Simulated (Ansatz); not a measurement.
**LiMgOF (rocksalt [001] superlattice): band gap by G0W0 on LDA**

Aim: the quasiparticle gap of LiMgOF (rocksalt [001] superlattice), starting from LDA.

Calculated with Ansatz 0.2.0; LDA, then G0W0 on it, plane waves, PAW.

**1. Set-up**

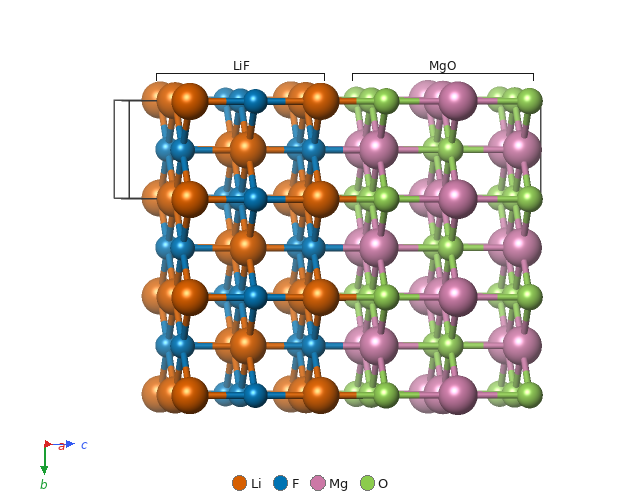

Start, viewed from the side, with the c axis across the page; lithium orange, fluorine blue, magnesium pink, oxygen green. 2×3×1 cells are drawn. Some periodic images of atoms are drawn too.

The cell holds 12 atoms: 3 Li, 3 F, 3 Mg and 3 O. Cell: a = 2.915 Å, b = 2.915 Å, c = 12.374 Å, α = 90.0°, β = 90.0°, γ = 90.0°. It derives from LiF. Regions: LiF, 6 atoms (3 Li and 3 F); MgO, 6 atoms (3 Mg and 3 O). The structure's axis is c.

The start is a generated structure, not a measured one.

The logs state that the PAW files were generated under PBE.

**2. Relaxation**

The structure is relaxed first.

This step: DFT, LDA, plane waves, PAW; PAW set soft_1.

Contents of input.yaml:

```yaml
crystal:
  lattice:
    - [2.9150477054, 0.0, 0.0]
    - [0.0, 2.9150477054, 0.0]
    - [0.0, 0.0, 12.3739986659]
  atoms:
    - { symbol: Li, position: [0.0, 0.0, 0.0871518241] }
    - { symbol: F, position: [0.5, 0.5, 0.0871518241] }
    - { symbol: Li, position: [0.5, 0.5, 0.2461815092] }
    - { symbol: F, position: [0.0, 0.0, 0.2461815092] }
    - { symbol: Li, position: [0.0, 0.0, 0.4052111943] }
    - { symbol: F, position: [0.5, 0.5, 0.4052111943] }
    - { symbol: Mg, position: [0.5, 0.5, 0.5642408794] }
    - { symbol: O, position: [0.0, 0.0, 0.5642408794] }
    - { symbol: Mg, position: [0.0, 0.0, 0.7385445276] }
    - { symbol: O, position: [0.5, 0.5, 0.7385445276] }
    - { symbol: Mg, position: [0.5, 0.5, 0.9128481759] }
    - { symbol: O, position: [0.0, 0.0, 0.9128481759] }
kpoints:
  mp_grid: { grid: [8, 8, 2] }
hamiltonian:
  xc: lda
  pseudopotentials: { kind: paw, azcp: { folder: soft_1 }, xc_functional: pbe }
scf:
  occupations: { method: fermi_dirac, width: 0.02 }
relax:
  f_tol: 0.015
  max_steps: 100
  cell: {}
```

Launch:

```
ansatz run input.yaml --threads 4 --pin off --max-ram 17510MiB --backend cpu --events-out ev --progress --plain --runs-dir out
```

Numbers of over 12 decimals in the logs are rounded to 6 here.

Log:

```text
Engine: ansatz 0.2.0, aarch64-unknown-linux-gnu
Pseudopotentials: kind: paw
Pseudopotential: Li, paw, valence charge 3, recommended cutoff 420 eV (normal), soft_1/Li.paw.azcp
Pseudopotential: F, paw, valence charge 7, recommended cutoff 420 eV (normal), soft_1/F.paw.azcp
Pseudopotential: Mg, paw, valence charge 10, recommended cutoff 420 eV (normal), soft_1/Mg.paw.azcp
Pseudopotential: O, paw, valence charge 6, recommended cutoff 420 eV (normal), soft_1/O.paw.azcp
Functional definition: SPW92
  exchange = slater_x
  correlation = pw_c
Crystal: 12 atoms, lattice volume = 105.148 Å³
Basis set: ecut = 420 eV, 2029 PW (Γ)
Bands: 51, of which v1, the nominal top of the filled ones, is band 39 counted from 1 (38 counted from 0)
Symmetry: 8 space group operations
Space group: P4mm (ITA 99), of the structure as read, at distance tolerance 4.7e-5 Å
k-points: 30 of 128
Non-local potential: Li, projectors of the file, l = 0: 3, l = 1: 2, l = 2: 1
Non-local potential: F, projectors of the file, l = 0: 2, l = 1: 2, l = 2: 1
Non-local potential: Mg, projectors of the file, l = 0: 3, l = 1: 2, l = 2: 1
Non-local potential: O, projectors of the file, l = 0: 2, l = 1: 2, l = 2: 1
PAW form: soft (Blöchl's): semilocal exchange-correlation on the pseudo side does not see the compensation charge
PAW frozen core: F, regenerated for the run's functional, and the local potential with it (the file was generated under x = pbe(κ = 0.804, μ = 0.219515), c = pbe(β = 0.066725))
PAW frozen core: Mg, regenerated for the run's functional, and the local potential with it (the file was generated under x = pbe(κ = 0.804, μ = 0.219515), c = pbe(β = 0.066725))
PAW frozen core: O, regenerated for the run's functional, and the local potential with it (the file was generated under x = pbe(κ = 0.804, μ = 0.219515), c = pbe(β = 0.066725))
PAW one-centre angular grid: Li, 110 points (default); XC on 64 Gauss nodes
PAW one-centre angular grid: F, 110 points (default); XC on 64 Gauss nodes
PAW one-centre angular grid: Mg, 110 points (default); XC on 64 Gauss nodes
PAW one-centre angular grid: O, 110 points (default); XC on 64 Gauss nodes
Initial density: superposition of atomic densities (chi_scale 0.1, normalization cell, long waves of neutral atoms (reshape's long-wave potential 10.85 eV rms, cloud 2.07 Å wide))
Initial wavefunctions: pseudopotential atomic-orbital guess
Functional: x = slater, c = lda
SCF iter   1: F=—  HF=-10381.151912 eV  |F-HF|=—  |Δ(HF+E_count)|=         —  Δρ=1.57e-1  dr2=1.93e1  ethr=3.10e-3  ⟨swp⟩=7.7  Hψ=7289  notcnv=0  defer=20
preconditioner: auto → Resta (q_TF=auto, 2.596 Å⁻¹)  ε∞=3.3  [insulator: Δε(μ)=3.635 eV  Ē_g=16.543 eV  σ=0.020 eV  W_gap=1.00  n_scr=30 (ndim 8)  ℏωp=25.1 eV  f_vac=0.000  D(μ)=0.00/eV (n_scr^D=0)  ε∞_Penn≈3.3]
SCF iter   2: F=—  HF=-10376.882188 eV  |F-HF|=—  |Δ(HF+E_count)|=    4.27e0  Δρ=5.13e-2  dr2=3.48e0  ethr=3.10e-3  ⟨swp⟩=2.9  Hψ=3118  notcnv=0  defer=168
SCF iter   3: F=—  HF=-10376.180900 eV  |F-HF|=—  |Δ(HF+E_count)|=   7.01e-1  Δρ=1.75e-2  dr2=8.52e-1  ethr=3.10e-3  ⟨swp⟩=3.0  Hψ=2466  notcnv=0  defer=172
SCF iter   4: F=—  HF=-10375.902531 eV  |F-HF|=—  |Δ(HF+E_count)|=   2.78e-1  Δρ=4.18e-3  dr2=9.69e-2  ethr=1.09e-3  ⟨swp⟩=3.8  Hψ=2312  notcnv=0  defer=171
SCF iter   5: F=—  HF=-10375.868843 eV  |F-HF|=—  |Δ(HF+E_count)|=   3.37e-2  Δρ=3.37e-3  dr2=1.77e-2  ethr=1.24e-4  ⟨swp⟩=3.7  Hψ=2722  notcnv=0  defer=182
SCF iter   6: F=—  HF=-10375.862426 eV  |F-HF|=—  |Δ(HF+E_count)|=   6.42e-3  Δρ=6.73e-4  dr2=8.85e-4  ethr=2.27e-5  ⟨swp⟩=3.8  Hψ=2355  notcnv=0  defer=182
SCF iter   7: F=—  HF=-10375.862137 eV  |F-HF|=—  |Δ(HF+E_count)|=   2.90e-4  Δρ=3.25e-4  dr2=9.92e-5  ethr=1.13e-6  ⟨swp⟩=2.3  Hψ=2546  notcnv=0  defer=186
SCF iter   8: F=—  HF=-10375.862096 eV  |F-HF|=—  |Δ(HF+E_count)|=   4.04e-5  Δρ=6.94e-5  dr2=6.02e-6  ethr=1.27e-7  ⟨swp⟩=2.8  Hψ=2711  notcnv=0  defer=186
SCF iter   9: F=—  HF=-10375.862094 eV  |F-HF|=—  |Δ(HF+E_count)|=   2.23e-6  Δρ=1.88e-5  dr2=4.08e-7  ethr=7.72e-9  ⟨swp⟩=2.0  Hψ=2009  notcnv=0  defer=186
SCF iter  10: F=-10375.862094 eV  HF=-10375.862094 eV  |F-HF|=4.52e-8  |Δ(HF+E_count)|=   1.00e-7  Δρ=9.90e-6  dr2=5.89e-8  ethr=1.28e-10  ⟨swp⟩=4.0  Hψ=4710  notcnv=0
SCF 1 converged in 10 iterations: F = -10375.862094 eV  dr2 = 5.89e-8
  greatest PAW one-centre occupation: 1.000 electrons in one spin orbital (limit 2), on the Mg atom at site 6 (counted from 0), in its partial waves of l = 1
relax step   1: F+E_penalty+E_count = -10375.86209390 eV  Δ(F+E_penalty+E_count) = +0.000e0 eV  max|allowed force component| = 8.452e-1 eV/Å  Δτ_max = 0.0000 Å  P = -4.479 GPa  Ω = 105.148 Å³  (10 SCF iters, dr2 threshold 1.00e-7 eV, accepted)
[... from here on, the SCF cycles and remarks between the steps are left out ...]
relax step   2: F+E_penalty+E_count = -10375.94703893 eV  Δ(F+E_penalty+E_count) = -8.495e-2 eV  max|allowed force component| = 5.512e-1 eV/Å  Δτ_max = 0.0241 Å  P = -2.674 GPa  Ω = 103.394 Å³  energy of the carried Pulay correction = +6.442e-3 eV  (6 SCF iters, dr2 threshold 1.20e-6 eV, accepted)
relax step   3: F+E_penalty+E_count = -10376.01335237 eV  Δ(F+E_penalty+E_count) = -6.631e-2 eV  max|allowed force component| = 8.931e-2 eV/Å  Δτ_max = 0.0560 Å  P = +0.747 GPa  Ω = 100.489 Å³  energy of the carried Pulay correction = +1.735e-2 eV  (7 SCF iters, dr2 threshold 1.20e-6 eV, accepted)
relax step   4: F+E_penalty+E_count = -10376.01376563 eV  Δ(F+E_penalty+E_count) = -4.133e-4 eV  max|allowed force component| = 6.097e-2 eV/Å  Δτ_max = 0.0243 Å  P = +0.032 GPa  Ω = 100.973 Å³  energy of the carried Pulay correction = +1.551e-2 eV  (6 SCF iters, dr2 threshold 1.20e-6 eV, accepted)
relax step   5: F+E_penalty+E_count = -10376.01414516 eV  Δ(F+E_penalty+E_count) = -3.795e-4 eV  max|allowed force component| = 1.577e-2 eV/Å  Δτ_max = 0.0094 Å  P = -0.029 GPa  Ω = 101.031 Å³  energy of the carried Pulay correction = +1.529e-2 eV  (6 SCF iters, dr2 threshold 2.32e-7 eV, accepted)
relax step   6: F+E_penalty+E_count = -10376.01420954 eV  Δ(F+E_penalty+E_count) = -6.438e-5 eV  max|allowed force component| = 2.621e-3 eV/Å  Δτ_max = 0.0013 Å  P = -0.004 GPa  Ω = 101.020 Å³  energy of the carried Pulay correction = +1.534e-2 eV  (6 SCF iters, dr2 threshold 1.55e-8 eV, accepted)
relax step   7: F+E_penalty+E_count = -10376.00289781 eV  Δ(F+E_penalty+E_count) = +1.131e-2 eV  max|allowed force component| = 2.349e-3 eV/Å  Δτ_max = 0.0000 Å  P = -0.233 GPa  Ω = 101.020 Å³  stress off target by 2.88e-1 GPa  SCF on the basis re-selected at this cell (its energy is not comparable with the rows above)  (6 SCF iters)
relax step   8: F+E_penalty+E_count = -10376.00370492 eV  Δ(F+E_penalty+E_count) = -8.071e-4 eV  max|allowed force component| = 3.276e-3 eV/Å  Δτ_max = 0.0012 Å  P = -0.005 GPa  Ω = 100.839 Å³  energy of the carried Pulay correction = +6.639e-4 eV  (6 SCF iters, dr2 threshold 2.08e-7 eV, accepted)
relax step   9: F+E_penalty+E_count = -10376.00301062 eV  Δ(F+E_penalty+E_count) = +6.943e-4 eV  max|allowed force component| = 3.286e-3 eV/Å  Δτ_max = 0.0000 Å  P = -0.012 GPa  Ω = 100.839 Å³  stress off target by 1.49e-2 GPa  SCF on the basis re-selected at this cell (its energy is not comparable with the rows above)  (8 SCF iters)
basis re-selected at this cell: Δ(F+E_penalty+E_count) = +6.943e-4 eV, ΔP = -0.007 GPa vs the last step (what re-selecting the basis moved, of the pressure what is left beyond the Pulay correction that the steps carried, after the strain that the cell walked since its last selection, with what the two solves' SCF thresholds leave and, on support functions, any second-order correction that the steps lacked; it is no m [...]
SCF converged after 8 iterations
Free energy (F): -10376.003011 eV
Harris-Foulkes:  -10376.003011 eV  (|F-HF|=1.82e-12)
Internal energy: -10376.003011 eV  (E = F + TS)
E sigma→0 (E₀):  -10376.003011 eV
Fermi energy:    8.864672 eV
--- Per-component energies (eV) ---
  E_band       = -1242.396394
  E_kinetic    = 1376.221794
  E_local      = -8196.843094  (includes V_loc(G=0)·N_el)
  E_nonlocal   = 959.458564
  E_hartree    = 2934.657668
  E_xc         = -554.799952
  E_vxc        = -717.368579  (∫ρ·V_xc dr)
  E_paw        = -1934.435815  (= ΣΔE_a)
  E_vpaw       = -533.185884  (= ΣTr[D̂ρ^β])
  E_aug_tail   = 0.005471  (compensation charges beyond the density's cutoff)
  E_ewald      = -4961.349605
  E_core_change = 1.081958  (= ΣΔE_core)
  E_smearing   = -0.000000  (= −TS)
  E_closure    = 0.000000  (closes the sum)
  Σ components = -10376.003011   (vs F -10376.003011, Δ=0.00e0)
--- Forces (eV/Å), atoms counted from 1 ---
  atom   1  Li     0.00000000     0.00000000     0.00328774
  atom   2  F      0.00000000     0.00000000     0.00075804
  atom   3  Li     0.00000000     0.00000000     0.00097303
  atom   4  F     -0.00000000    -0.00000000    -0.00222852
  atom   5  Li     0.00000000     0.00000000     0.00107359
  atom   6  F     -0.00000000    -0.00000000    -0.00015531
  atom   7  Mg     0.00000000     0.00000000     0.00024285
  atom   8  O     -0.00000000    -0.00000000    -0.00058096
  atom   9  Mg     0.00000000     0.00000000     0.00148066
  atom  10  O     -0.00000000    -0.00000000    -0.00141722
  atom  11  Mg    -0.00000000    -0.00000000    -0.00106163
  atom  12  O     -0.00000000    -0.00000000    -0.00235215
  max |Σ_I F_I| component: 2.01e-5 eV/Å
--- Stress (GPa, compression-positive) ---
       -0.009934       0.000000       0.000000
        0.000000      -0.009934       0.000000
        0.000000       0.000000      -0.014872
  P = ⅓ Tr σ = -0.0116 GPa (-0.116 kbar)
--- Relaxed structure (7 steps of the walk, 7 accepted, 2 SCFs on fresh bases) ---
  F+E_penalty+E_count = -10376.00301062 eV   max|allowed force component| = 3.286e-3 eV/Å   (the final SCF, on the basis selected at the relaxed cell)
  cell:  # Å, volume = 100.8386 Å³
    - [2.890936, 0, 0]
    - [0, 2.890936, 0.0]
    - [0, 0.0, 12.065629]
  atoms:
    - { symbol: Li, position: [0, 0, 0.081971] }
    - { symbol: F, position: [0.5, 0.5, 0.085624] }
    - { symbol: Li, position: [0.5, 0.5, 0.242344] }
    - { symbol: F, position: [0, 0.0, 0.242377] }
    - { symbol: Li, position: [0, 0, 0.402683] }
    - { symbol: F, position: [0.5, 0.5, 0.399100] }
    - { symbol: Mg, position: [0.5, 0.5, 0.569251] }
    - { symbol: O, position: [0, 0.0, 0.567123] }
    - { symbol: Mg, position: [0, 0.0, 0.742364] }
    - { symbol: O, position: [0.5, 0.5, 0.742386] }
    - { symbol: Mg, position: [0.5, 0.5, 0.915487] }
    - { symbol: O, position: [0, 0, 0.917646] }
```

Elapsed: 25 s, on 4 threads of Arm Neoverse V2, shared host; peak memory 0.45 GiB.

The steps of the relaxation:

```
step  energy less that of the first step (eV)  largest force component (eV/Å)  pressure (GPa)  volume (Å³)
   1                                   0.0000                          0.8452           -4.48       105.15
   2                                  -0.0849                          0.5512           -2.67       103.39
   3                                  -0.1513                          0.0893            0.75       100.49
   4                                  -0.1517                          0.0610            0.03       100.97
   5                                  -0.1521                          0.0158           -0.03       101.03
   6                                  -0.1521                          0.0026            0.00       101.02
  7*                                  -0.1408                          0.0023           -0.23       101.02
   8                                  -0.1416                          0.0033            0.00       100.84
  9*                                  -0.1409                          0.0033           -0.01       100.84
```

Relaxation steps marked * repeat the geometry before them on a plane-wave basis chosen anew for their cell, so energy and pressure can jump there.

Forces are held to the 8 operations that the run works with; a distortion that breaks them can't arise in this run.

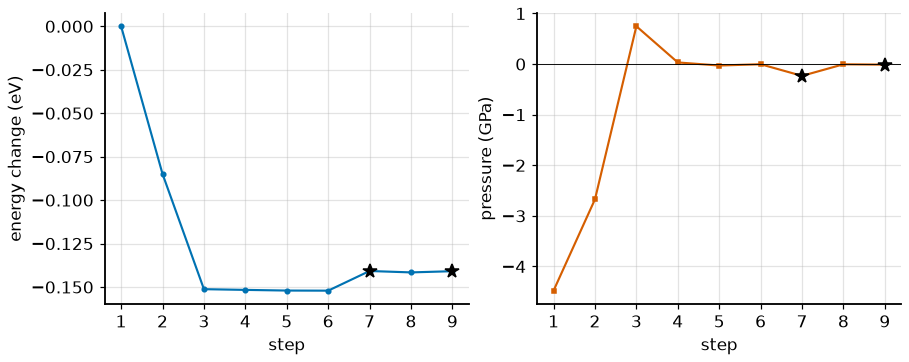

Energy and pressure along the relaxation. Stars mark steps on a basis chosen anew.

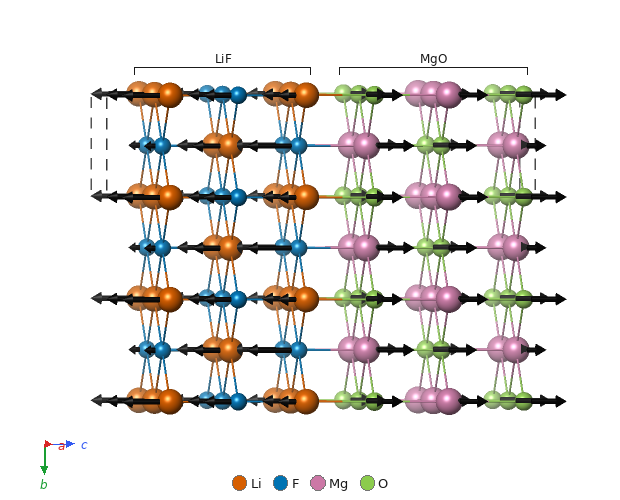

Displacements in the relaxation, exaggerated, measured against the changing cell; the longest in the cell stands for 0.07 Å. 2×3×1 cells are drawn. Some periodic images of atoms are drawn too.

```
     cell as run  before   after  change
           a (Å)   2.915   2.891  -0.8 %
           b (Å)   2.915   2.891  -0.8 %
           c (Å)  12.374  12.066  -2.5 %
volume (Å³/atom)    8.76    8.40  -4.1 %
```

The atoms that moved most (Å, as changes of fractional coordinates times the final cell):

```
atom     dx     dy      dz  length
  F6  0.000  0.000  -0.074   0.074
 Li1  0.000  0.000  -0.063   0.063
 Mg7  0.000  0.000   0.060   0.060
 O12  0.000  0.000   0.058   0.058
 O10  0.000  0.000   0.046   0.046
 Li3  0.000  0.000  -0.046   0.046
 Mg9  0.000  0.000   0.046   0.046
  F4  0.000  0.000  -0.046   0.046
```

(Continued in part 2 of 2.)

[Paths, hosts, dates, memory and timing lines, banners, echoed tables and standing remarks are left out of the program output.]

[Logs are printed without paths, hosts, clocks, repeated set-up lines and the standing remarks that a program may print on its own settings, such as how far it seeks lower states.]

[Runs of the session that timed out or met a known fault of the program may be left out.]

[Cells called generated may have been cut or substituted from an entry of the Crystallography Open Database or the Materials Project.]

[Hosts, paths, dates, database ids (printed as entryN), source tags and the programs' standing remarks are cut or masked in the printed files.]

[Where an RPA ε∞ is given, it is that of the G0W0 mesh and is not shown converged in it. Names of k-points follow the symmetry that the program found, which can be lower than the space group named. Band edges on a path are those of the sampled points; other points can move an edge, and change direct to indirect where valleys lie close.]

[Hybrid gaps are those of their k-mesh and are not shown converged in it.]
